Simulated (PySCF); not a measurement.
## Run report: C6H6FP, excited-state calculation

C6H6FP, SMILES Cc1cccc(F)p1, computed with TDDFT PW91/def2-SVPD, vertical, gas phase, core orbitals frozen in the response (PySCF 2.14.0).

The geometry comes from this level: GFN2-xTB. It belongs to a series of runs on one base structure; here: PW91/def2-SVPD; 12 states; conv 1e-07.

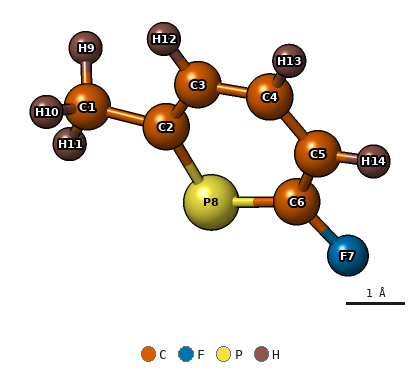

The structure (ball-and-stick view, seen at a tilt; atoms are numbered from 1 in the order of the input).

Results in brief:

```csv
quantity,value
outcome,converged
total energy,−672.968713 hartree
HOMO,−6.23 eV
LUMO,−2.42 eV
dipole moment,2.75 D
mean polarisability,96.25 a.u.
lowest singlet excitation,4.36 eV
hardware,"1 CPU thread, shared host"
wall time,27 s
peak memory,0.72 GiB
```

Remarks:

Settings chosen away from the usual ones: PW91/def2-SVPD; 12 states; conv 1e-07.

The input:
```
{"job": {"kind": "uv", "xc": "PW91", "basis": "def2-SVPD", "nstates": 12, "ntriplets": 2, "tda": false, "scf": {"conv": 1e-07}}, "charge": 0, "multiplicity": 1}
C     -2.303611    -0.367525    -0.139224
C     -0.805775    -0.270798    -0.087059
C     -0.228264     0.942812     0.243807
C      1.134815     1.169528     0.327802
C      2.071311     0.179059     0.082082
C      1.697137    -1.099478    -0.262645
F      2.692857    -1.995207    -0.482096
P      0.084952    -1.725619    -0.456300
H     -2.705658     0.331490    -0.872142
H     -2.735865    -0.117300     0.829249
H     -2.619884    -1.372572    -0.410157
H     -0.894449     1.771163     0.451232
H      1.484890     2.155966     0.594606
H      3.126866     0.398007     0.158679
```

The first line tells a small driver script what to run in PySCF; the rest is the geometry in Å.

Run as:
```bash
OMP_NUM_THREADS=1 python <driver script> task.json out
```

Output:
```
final grid: 123016 points
cycle   1  E = -672.8790888410  dE =  9.797e-01  |g| = 5.965e-01  |ddm| = 1.049e+01
cycle   2  E = -672.6246486991  dE =  2.544e-01  |g| = 1.123e+00  |ddm| = 3.808e+00
cycle   3  E = -672.9389794257  dE = -3.143e-01  |g| = 2.884e-01  |ddm| = 2.585e+00
cycle   4  E = -672.9672253496  dE = -2.825e-02  |g| = 7.582e-02  |ddm| = 8.793e-01
cycle   5  E = -672.9679828674  dE = -7.575e-04  |g| = 4.906e-02  |ddm| = 2.571e-01
cycle   6  E = -672.9686428281  dE = -6.600e-04  |g| = 1.511e-02  |ddm| = 1.654e-01
cycle   7  E = -672.9686997081  dE = -5.688e-05  |g| = 7.015e-03  |ddm| = 5.249e-02
cycle   8  E = -672.9687131524  dE = -1.344e-05  |g| = 1.095e-03  |ddm| = 1.694e-02
cycle   9  E = -672.9687134164  dE = -2.640e-07  |g| = 3.647e-04  |ddm| = 3.095e-03
cycle  10  E = -672.9687134481  dE = -3.173e-08  |g| = 1.104e-04  |ddm| = 9.685e-04
converged SCF energy = -672.9687134481

Static polarisability (au): isotropic 96.251, principal 59.417 109.612 119.725

Singlet excitations
state   eV       nm        f      main configurations
  1   4.3588    284.4   0.00683   H-1->L 0.54, H->L+1 0.30, H->L 0.13
  2   4.8503    255.6   0.01295   H-2->L 0.98
  3   4.9343    251.3   0.07614   H->L 0.73, H-1->L 0.11, H-1->L+1 0.08
  4   5.1947    238.7   0.00028   H-2->L+1 0.99
  5   5.6179    220.7   0.27693   H->L+1 0.55, H-1->L 0.30
  6   5.8499    211.9   0.00003   H-3->L 0.99
  7   5.9066    209.9   0.23242   H-1->L+1 0.76, H->L 0.08
  8   6.0748    204.1   0.00023   H->L+2 0.99
  9   6.3387    195.6   0.00050   H->L+3 0.99
 10   6.3696    194.6   0.00018   H-1->L+2 0.99
 11   6.5780    188.5   0.00345   H-3->L+1 0.54, H->L+4 0.36, H-1->L+3 0.09
 12   6.6002    187.8   0.00095   H->L+4 0.60, H-3->L+1 0.21, H-1->L+3 0.18

Triplet excitations (Tamm-Dancoff, eV): 3.2223 3.7915
```

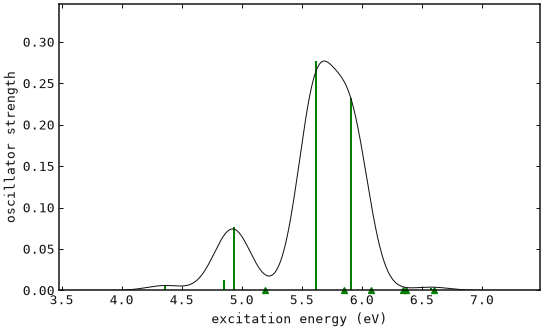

Computed excitations as sticks (degenerate states added up, dark ones marked on the axis), with a Gaussian envelope of 0.35 eV full width at half maximum, scaled to the tallest. Of the 12 states the lowest lies at 4.36 eV (f = 0.007); the strongest line is at 5.62 eV, or 221 nm (f = 0.277).

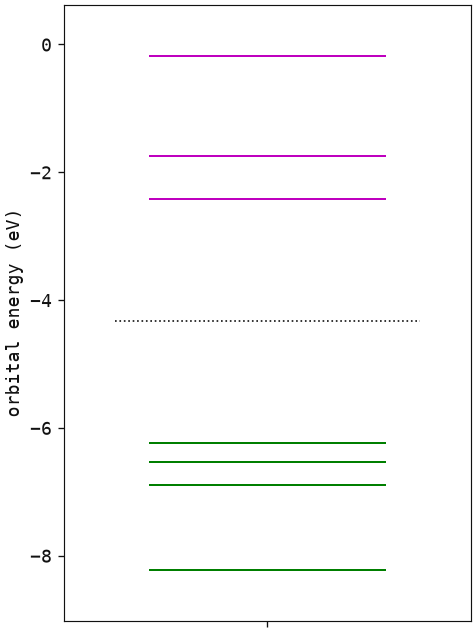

Orbital energies near the frontier; the dotted line parts filled from empty levels, and levels within 0.02 eV of each other stand side by side. Highest filled −6.23 eV, lowest empty −2.42 eV, 3.81 eV apart.
